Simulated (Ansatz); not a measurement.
C₄H₄BN₃

```
atom    x (Å)    y (Å)    z (Å)
   C  -0.2883  -1.4725   1.8336
   C  -0.0093  -2.2960  -0.1285
   C   0.5373  -3.1256  -1.1523
   C  -1.0035  -1.3442  -0.2699
   B  -2.1198   0.2303   1.3924
   N  -1.1975  -0.7982   0.9987
   N   0.4269  -2.3612   1.2019
   N   0.9746  -3.7998  -2.0077
   H  -2.1263   0.5605   2.5567
   H  -2.8384   0.7118   0.5465
   H  -0.2284  -1.2347   2.9041
   H  -1.5789  -1.0122  -1.1392
```

Geometry: PBE-D3(BJ)/def2-SVP.

All numbers below come from Ansatz 0.2.0, isolated molecule in a Gaussian basis; Kohn-Sham density functional theory, functional PBE0.

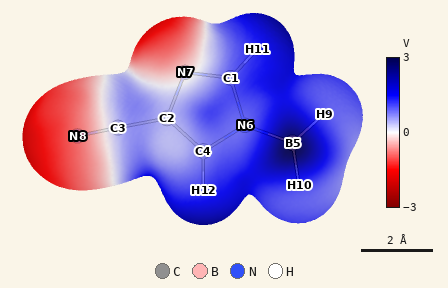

Figure 1. The molecular electrostatic potential painted on the density surface at 0.004 e/bohr³, seen across its widest extent; red is negative and blue positive.

Where is the surface potential most negative and most positive?

The most negative region (about −2.0 V) lies over N8, the most positive (about +2.9 V) over B5. N8 is the likeliest acceptor of a hydrogen bond.

How polar is the molecule by this calculation?

Its dipole moment is 5.88 D.

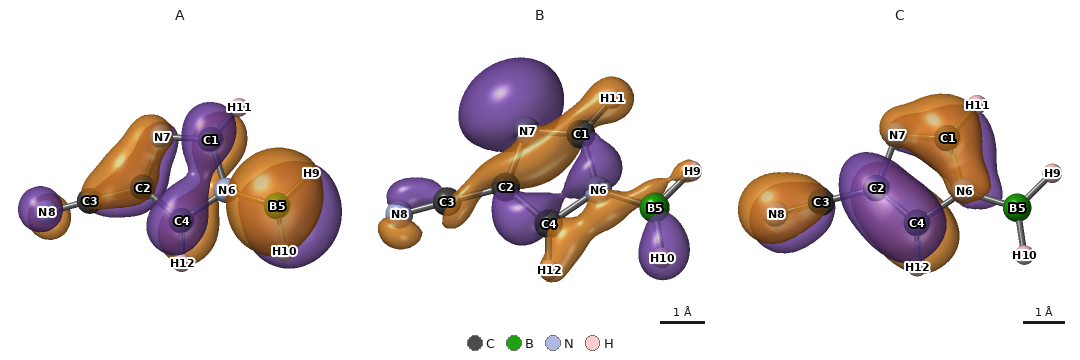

Figure 2. Three frontier orbitals at ±0.08 Å⁻³ᐟ² (orange and purple are the two phases), in no order.

Order the three orbitals by energy and name them.

B is the HOMO−1 (−9.03 eV). By Hirshfeld shares it lies mainly on N7 (about 65 %), C2 (about 10 %) and C1 (about 5 %); it is symmetric in the molecular plane (an in-plane orbital: σ, lone-pair or in-plane π type). C is the HOMO (−7.81 eV). By Hirshfeld shares it lies mainly on C4 (about 25 %), C2 (about 20 %), C1 (about 15 %), N8 (about 15 %) and C3 (about 5 %); it changes sign across the molecular plane (π type); π-bonding across C2–C4. A is the LUMO (−2.56 eV). Its weight (Hirshfeld) is mainly on B5 (about 45 %), C4 (about 10 %), C1 (about 10 %), C2 (about 5 %) and N6 (about 5 %); it changes sign across the molecular plane (π type); π-antibonding (a node) across C2–C4.

What is the HOMO–LUMO gap?

5.25 eV between the orbital energies.

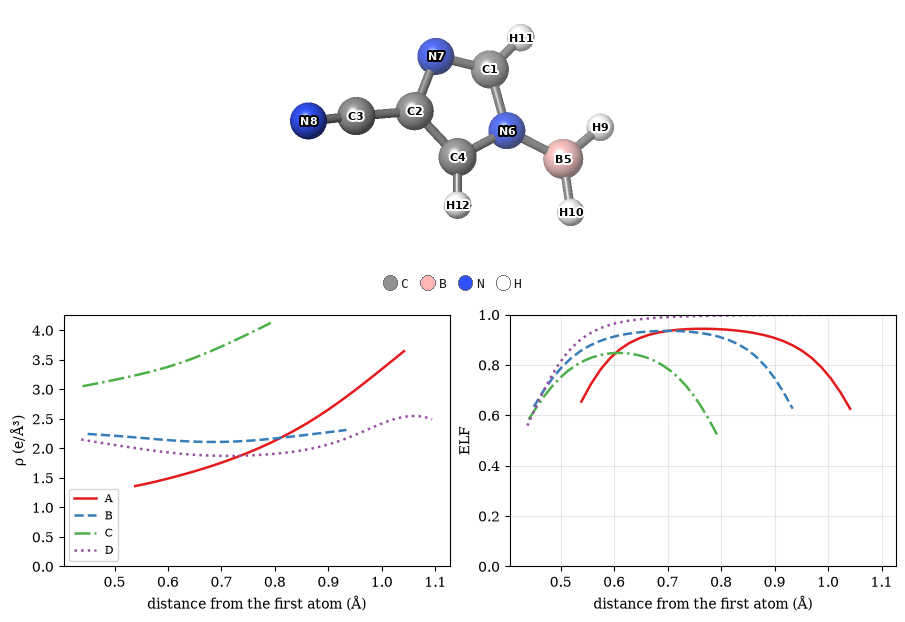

Figure 3. Total electron density and ELF along straight lines between neighbouring atoms. The curves leave out the atomic cores. The structure is drawn too.

Which curve belongs to which contact (B–N, C–C, C–H and C–N)? The first atom named is at distance zero.

Curve A: B–N (1.44 Å): ρ at the midpoint is about 1.8 e/Å³; the ELF peaks at about 0.95 between the atoms: a polar covalent bond. Curve B: C–C (1.38 Å): ρ is about 2.1 e/Å³ halfway; the ELF peaks at about 0.95 between the atoms: localised, covalent bonding. Curve C: C–N (1.17 Å): ρ at the midpoint is about 3.3 e/Å³; the ELF peaks at about 0.85 between the atoms (a short, multiple covalent bond). Curve D: C–H (1.09 Å): ρ at the midpoint is about 2 e/Å³; the ELF climbs to about 1 towards the hydrogen, as it does in any bond to H; a covalent bond by its length.
